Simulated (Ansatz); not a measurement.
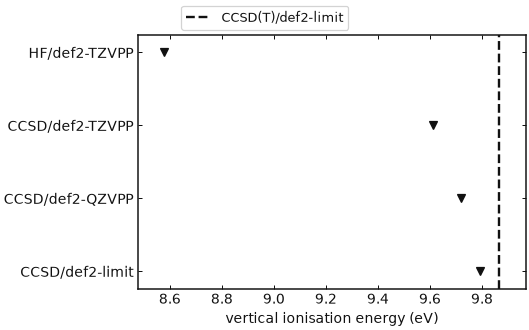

Vertical ionisation energy of NH₃S, SMILES NS, taken as the energy of the cation less that of the neutral at fixed geometry (unrestricted doublet cation, cores frozen in correlated methods, no spin-orbit coupling), the Ansatz code, at a PBE0-D4/def2-TZVP geometry (a minimum by its frequencies). Limit means an estimate of the basis limit from triple and quadruple zeta; for coupled cluster it is either extrapolated directly or built as the MP2 limit plus the step from MP2 in triple zeta. The distance of CCSD/def2-TZVPP and CCSD/def2-QZVPP to the limit includes basis error.

### What range do the values span, the line included?

From 8.58 eV (HF/def2-TZVPP) to 9.87 eV (CCSD(T)/def2-limit).

### Give the values.

```tsv
level	eV	less CCSD(T)/def2-limit
HF/def2-TZVPP	8.58	−1.29
CCSD/def2-TZVPP	9.61	−0.25
CCSD/def2-QZVPP	9.72	−0.15
CCSD/def2-limit	9.79	−0.07
CCSD(T)/def2-limit	9.87	0.00
```
